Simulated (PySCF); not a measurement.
Ga(Cl)3(NH3), H3Cl3GaN, singlet at its PBE0/def2-SVP optimised geometry (Å):

```
8

Ga    -0.5914    -0.1664     0.0000
Cl     1.5704    -0.1664     0.0000
Cl    -1.5704    -1.7609     1.0828
Cl    -1.5701     1.7609     0.0000
N     -0.9586    -0.7661    -1.9497
H     -1.9621    -0.7862    -2.1403
H     -0.5846    -1.7020    -2.1172
H     -0.5215    -0.1256    -2.6149
```

Computed with PBE0/def2-TZVP run with PySCF. Cells within 0.4 Å of a nucleus heavier than hydrogen are left out (blank, or x).

Map of the Laplacian of the electron density (e/bohr⁵), clipped to [-1.50, 1.50] on the plane z = 1.0 Å:

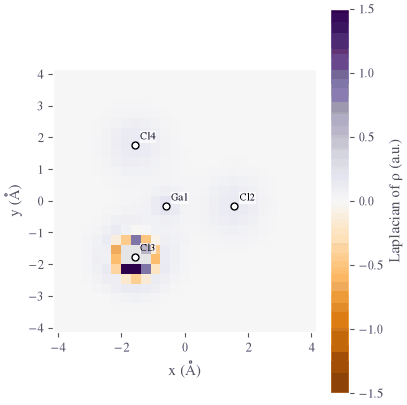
Figure. Laplacian of the electron density (e/bohr⁵), clipped to [-1.50, 1.50] on the plane z = 1.0 Å.
